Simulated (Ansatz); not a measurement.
# CCSD(T)/STO-3G run of [PO2]+ (SMILES O=[P+]=O)

What is the vertical ionisation energy of [PO2]+ at CCSD(T)/STO-3G? 

The calculation is run with Ansatz 0.2.0.

20 further runs of the same task are left out: 18 that didn't finish, 2 set aside as unsound or not needed.

### 1 The structure to begin with

The species is [PO2]+ (3 atoms), meant as a singlet with charge +1. SMILES: `O=[P+]=O`. Geometry: relaxed at GFN2-xTB.

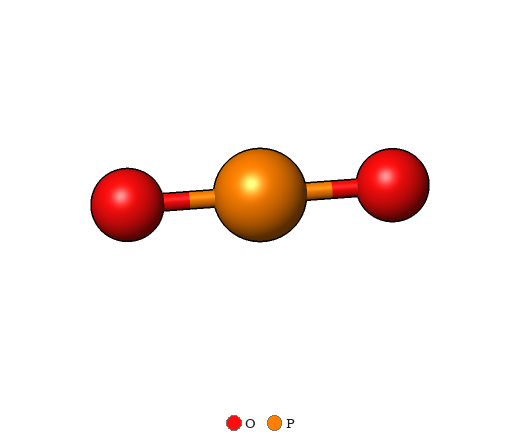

The structure, seen from a chosen angle (oxygen red, phosphorus orange).

### 2 A single-point energy at CCSD(T)/STO-3G

The input, molecule.yaml:

```yaml
basis:
  gaussian: {orbitals: STO-3G}
crystal:
  periodic: [false, false, false]
  atoms:
    - {symbol: O, position_ang: [0.792290, 1.025900, 0.548180]}
    - {symbol: P, position_ang: [0.000230, -0.000210, 0.000340]}
    - {symbol: O, position_ang: [-0.792520, -1.025690, -0.548520]}
scf: {omitted_lower_state_checks: [cluster_reference, increment]}
accuracy: high
total_charge: 1
correlation: {method: ccsd_t, frozen_orbitals: {O: 1, P: 5}}
```

The run is started by

```
$ ansatz run molecule.yaml --threads 1 --pin off --max-ram 2610MiB --events-out events.jsonl --progress --plain --runs-dir runs
```

The program printed (excerpt; [...] marks lines left out):

```text
Warning: RAYON_NUM_THREADS=1 ignored (pool sized by the plan → 1); use --threads N
Functional definition: HF
  name "HF"
[...]
326 factors; integrals over basis functions are off by at most 2.2e-8 eV
[...]
mean field -13173.99260551 eV, -484.1352985996 hartree, gradient 2.2e-8 eV, S^2 0.000000; 0 other end points of the search recorded, 0 dependent functions left out; unrestricted orbitals would lower it
7 core orbitals not correlated: weight in the atoms' cores, before any rotation towards them, 1.000 or more for the frozen orbitals, at most 0.000 for the correlated occupied ones
reference -13173.99260551 eV, -484.1352985996 hartree; 8, 8 occupied and 4, 4 virtual orbitals, 326 factors
second order -6.99599004 eV of doubles, -0.00000000 eV of singles
cycle   1  -4.78051264 eV  change     2.2e0 eV  update   2.9e-1
[...]
cycle  22  -6.08985264 eV  change  -3.6e-10 eV  update  4.4e-10
perturbative correction -1.06657902 eV, -0.0391960560 hartree
Total energy: -13181.14903717 eV, -484.3982926124 hartree
Checks for a lower state left out: cluster_reference, increment
```

It took 0.2 s on 1 thread of Arm Neoverse V1, shared host.

### 3 Doublet [PO2]2+ at the same level

The input, molecule.yaml:

```yaml
crystal:
  periodic: [false, false, false]
  atoms:
    - {symbol: O, position_ang: [0.792290, 1.025900, 0.548180]}
    - {symbol: P, position_ang: [0.000230, -0.000210, 0.000340]}
    - {symbol: O, position_ang: [-0.792520, -1.025690, -0.548520]}
basis:
  gaussian:
    orbitals: STO-3G
total_charge: 2
magnetization:
  spin_polarized: true
  initial_magnetization: 1
correlation:
  method: ccsd_t
  frozen_orbitals: {O: 1, P: 5}
accuracy: high
scf:
  omitted_lower_state_checks: [cluster_reference, increment]
```

The run is started by

```
$ ansatz run molecule.yaml --threads 1 --pin off --max-ram 2610MiB --events-out events.jsonl --progress --plain --runs-dir runs
```

The program printed (excerpt; [...] marks lines left out):

```text
Warning: RAYON_NUM_THREADS=1 ignored (pool sized by the plan → 1); use --threads N
[... 2 set-up lines as earlier in the session ...]
[...]
326 factors; integrals over basis functions are off by at most 2.2e-8 eV
[...]
mean field -13157.20753406 eV, -483.5184586010 hartree, gradient 2.9e-8 eV, S^2 1.175489; 4 other end points of the search recorded, 0 dependent functions left out
7 core orbitals not correlated: weight in the atoms' cores, before any rotation towards them, 1.000 or more for the frozen orbitals, at most 0.000 for the correlated occupied ones
reference -13157.20753406 eV, -483.5184586010 hartree; 8, 7 occupied and 4, 5 virtual orbitals, 326 factors
second order -3.84423595 eV of doubles, -0.00000000 eV of singles
cycle   1  -3.85499626 eV  change   -1.1e-2 eV  update   1.7e-1
[...]
cycle  32  -5.16462317 eV  change   6.8e-10 eV  update  3.7e-10
perturbative correction -0.34161191 eV, -0.0125540061 hartree
Total energy: -13162.71376913 eV, -483.7208090078 hartree
Checks for a lower state left out: cluster_reference, increment
```

Wall time 0.68 s (1 thread of Arm Neoverse V1, shared host).

### 4 Outcome

At CCSD(T)/STO-3G, 7 core orbitals frozen:

| quantity | value |
| --- | --- |
| singlet [PO2]+: total energy | -484.39829 Eh |
| singlet [PO2]+: correlation energy (7 core orbitals frozen) | -263.0 mEh |
| singlet [PO2]+: (T) correction | -39.20 mEh |
| singlet [PO2]+: T1 diagnostic | 0.036 |
| doublet [PO2]2+: total energy | -483.72081 Eh |
| doublet [PO2]2+: correlation energy (7 core orbitals frozen) | -202.4 mEh |
| doublet [PO2]2+: (T) correction | -12.55 mEh |
| doublet [PO2]2+: ⟨S²⟩ of the reference determinant | 1.175 |
| doublet [PO2]2+: T1 diagnostic | 0.064 |
| vertical ionisation energy (to the doublet dication) | 18.435 eV |

Removing an electron at fixed nuclei costs 18.44 eV (425 kcal/mol). In a minimal basis such a difference can be off by several eV, whatever the method. The T1 diagnostic (singlet [PO2]+) of 0.036 is above the customary mark for such species, so a single reference may not serve. The restricted solution (singlet [PO2]+) is unstable to spin breaking: an unrestricted one lies lower. The triples (singlet [PO2]+) make up 14.9 % of the correlation energy. ⟨S²⟩ (doublet [PO2]2+) is 1.18 where a pure doublet has 0.75: the reference is spin-contaminated.
